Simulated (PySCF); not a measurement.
## A study: C6H18OSi2, SMILES `C[Si](C)(C)O[Si](C)(C)C`

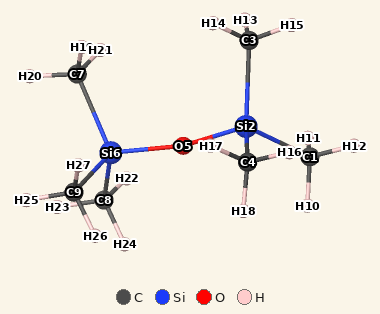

The molecule, with its atoms numbered as below. No frequency check shows the geometry to be a minimum.

Coordinates in Å:

```
C1       2.4454   -0.8282   -1.5321
Si2      1.6077   -0.0160   -0.0280
C3       2.0544    1.8319    0.0967
C4       2.0531   -0.9227    1.5872
O5       0.0001   -0.1512   -0.2766
Si6     -1.6075   -0.0149   -0.0287
C7      -2.0629    1.8347    0.0101
C8      -2.4452   -0.9041   -1.4885
C9      -2.0451   -0.8467    1.6286
H10      2.1686   -1.8742   -1.6197
H11      2.1570   -0.3363   -2.4559
H12      3.5270   -0.7786   -1.4561
H13      1.7305    2.3723   -0.7877
H14      1.5759    2.2958    0.9541
H15      3.1250    1.9795    0.1984
H16      3.1210   -0.8984    1.7796
H17      1.5549   -0.4727    2.4407
H18      1.7499   -1.9645    1.5466
H19     -1.5758    2.3424    0.8372
H20     -3.1328    1.9819    0.1183
H21     -1.7532    2.3324   -0.9039
H22     -2.1663   -0.4538   -2.4361
H23     -3.5267   -0.8612   -1.4088
H24     -2.1590   -1.9505   -1.5282
H25     -3.1144   -0.8317    1.8146
H26     -1.7235   -1.8837    1.6415
H27     -1.5598   -0.3458    2.4610
```

### 1. Bonding charge

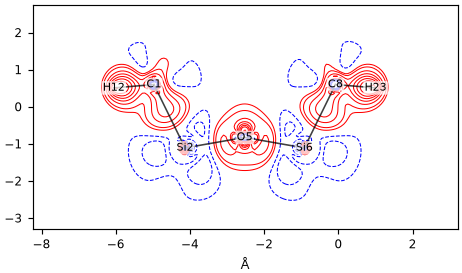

Deformation density (molecule less spherical, spin-averaged free atoms) in the plane of C1, Si2, O5, Si6, C8, H12 and H23; contours at ±0.05 to ±0.8 e/Å³; solid red lines: gain, dashed blue lines: loss.

Method: B3LYP/cc-pVDZ; geometry: GFN2-xTB; program: PySCF.

Question: Describe the bonding that the map shows.

Answer: C8–H23 and C1–H12: +0.61 e/Å³ at the bond critical point (bond length 1.08 Å, Mayer order 1.0). Si6–C8 and C1–Si2: +0.12 e/Å³ at the bond critical point (bond length 1.90 Å, Mayer order 1.0). O5–Si6 and Si2–O5: −0.04 e/Å³ at the bond critical point (bond length 1.63 Å, Mayer order 1.1); up to 0.6 Å beside the axis the gain reaches +0.23 e/Å³. In all, 5.7 electrons gather in the regions of gain relative to the promolecule. A small or negative value marks a very polar bond, one between electron-rich atoms, whose free-atom densities already overlap strongly, a long bond to a heavier atom, or a closed-shell contact such as a hydrogen bond.

Question: Where do the Hirshfeld charges lie?

Answer: The highest Hirshfeld charge is on Si2 and Si6 (+0.47 e), the lowest on O5 (−0.30 e).

```tsv
atom	charge (e)
C1	−0.21
Si2	+0.47
C3	−0.21
C4	−0.21
O5	−0.30
Si6	+0.47
C7	−0.21
C8	−0.21
C9	−0.21
H10	+0.04
H11	+0.04
H12	+0.03
H13	+0.04
H14	+0.03
H15	+0.03
H16	+0.03
H17	+0.03
H18	+0.04
H19	+0.03
H20	+0.03
H21	+0.04
H22	+0.04
H23	+0.03
H24	+0.04
H25	+0.03
H26	+0.04
H27	+0.03
```

### 2. Bond critical points

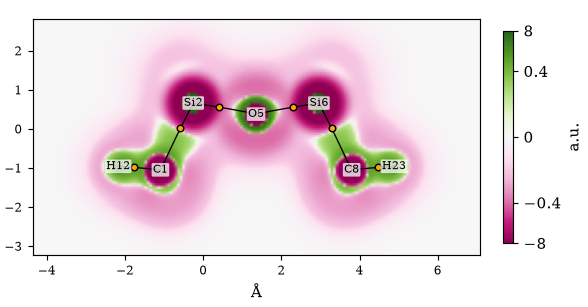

Negative Laplacian of the density (−∇²ρ) in the plane of C1, Si2, O5, Si6, C8, H12 and H23 (green positive, pink negative, colour scale in a.u., logarithmic beyond ±0.04), with bond paths and bond critical points (dots).

Question: Sort the bonds in the plane by the sign of ∇²ρ at their critical points.

Answer: Concentrated (∇²ρ < 0): C8–H23 and C1–H12 (−0.94 a.u.). Depleted (∇²ρ > 0): O5–Si6 and Si2–O5 (+1.04 a.u., H = 0.000); Si6–C8 and C1–Si2 (+0.30 a.u., H = −0.051). A positive Laplacian with clearly negative H marks a strongly polar covalent bond, whose critical point lies close to the core of the less electronegative atom.

Question: Where along C8–H23 does the critical point lie?

Answer: 0.68 Å from C8 and 0.41 Å from H23.

### 3. Electrostatic potential

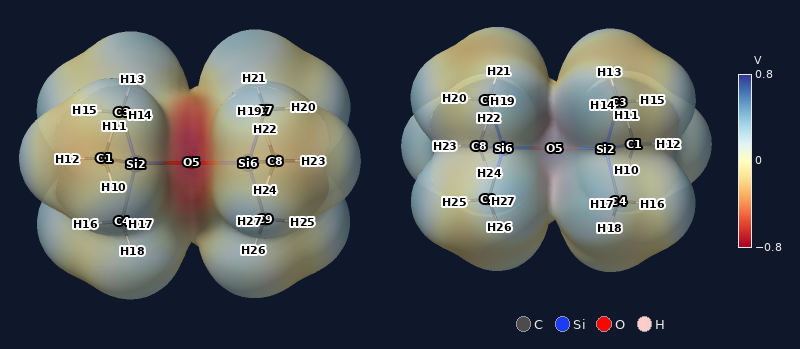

Electrostatic potential on the surface of electron density 0.001 a.u. (back view left, front view right).

Question: Where are the extremes of the potential on the surface?

Answer: Highest: 0.47 V, near H25 (1.85 Å) and H23 (1.99 Å). Further maxima include 0.40 V, 1.7 Å from H12; 0.37 V, 1.4 Å from H27, and at like points elsewhere. Lowest: −0.78 V, 1.8 Å from O5. Further minima include −0.62 V, 1.9 Å from O5; −0.22 V, near H24 (1.74 Å), H22 (1.87 Å), C8 (1.94 Å) and H23 (1.95 Å), and at like points elsewhere. The surface is sampled at points, so like sites can differ by a few per cent and only the strongest of them is named.

### 4. In an electric field

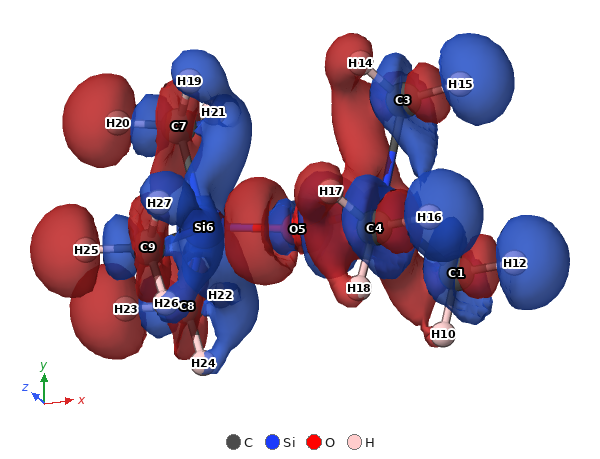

Change of the electron density in a uniform field of 0.26 V/Å, surfaces at ±0.002 e/Å³ (red: gain, blue: loss).

Level of theory: HF/6-31G* (PySCF), at a geometry from GFN2-xTB. A basis without diffuse functions makes polarisabilities too small.

Question: Along which Cartesian direction does the field point?

Answer: Along +x: electrons gather on the −x side, against the field.

Question: How large is the response?

Answer: The induced dipole is 1.29 D (along the field); α along this axis, from the fields in both directions, is 101 bohr³ (15.0 Å³).

Question: Which atoms gain and lose the most charge?

Answer: Electrons gather most on H23 (Hirshfeld charge changes by −0.010 e) and leave H12 most (+0.010 e); 0.135 electrons are displaced in all.

### 5. Localised orbitals

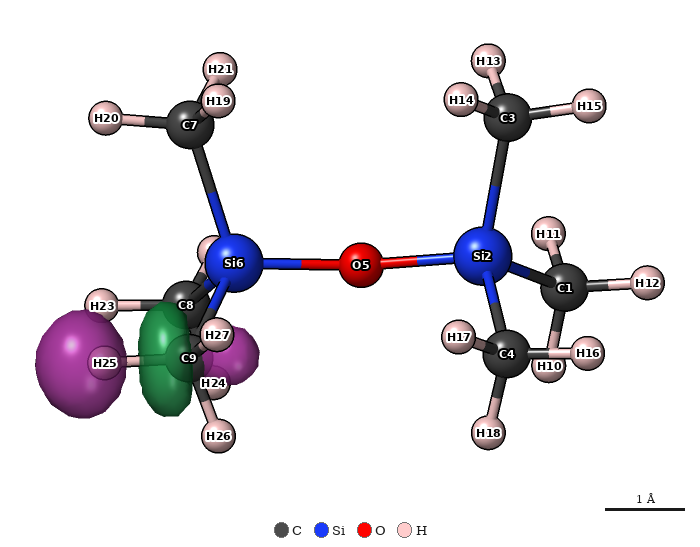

Intrinsic bond orbitals (IBO), occupied and valence-virtual; each surface holds about 70 % of the orbital's density. Energies are diagonal elements of the Fock matrix.

Computed with PySCF, PBE/6-31G*, geometry: GFN2-xTB.

Question: What does this orbital represent?

Answer: σ* orbital H25–C9 (H25 57 %, C9 42 %; 8.8 eV).
